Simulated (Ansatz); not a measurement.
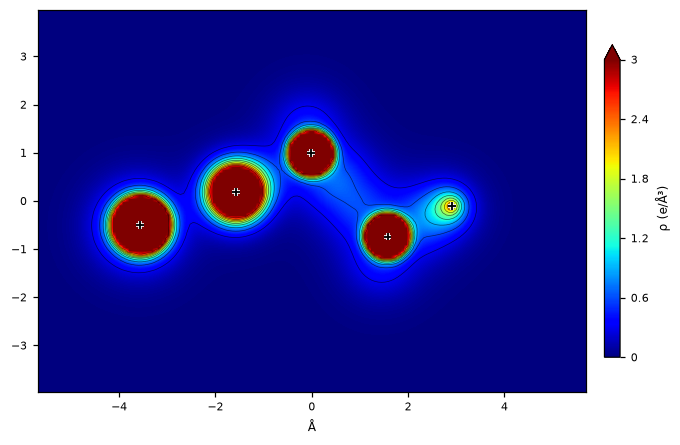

The total electron density on a plane through atoms (crosses mark nuclei in the plane).

Computed with isolated molecule in a Gaussian basis; Kohn-Sham density functional theory, functional PBE0 (Ansatz).

Candidates:
A. F2HPSi
B. F2GeH5Si2 (charge +1)
C. FGaH5Si2 (charge +1)

### Which candidate gave the map?

Candidate C: FGaH5Si2 on the plane of atoms F1, Si4 and Si3, which holds F, Ga, Si and H. Si–F (1.76 Å): ρ at the midpoint is about 0.76 e/Å³. Ga–F (2.10 Å): ρ at the midpoint is about 0.37 e/Å³.
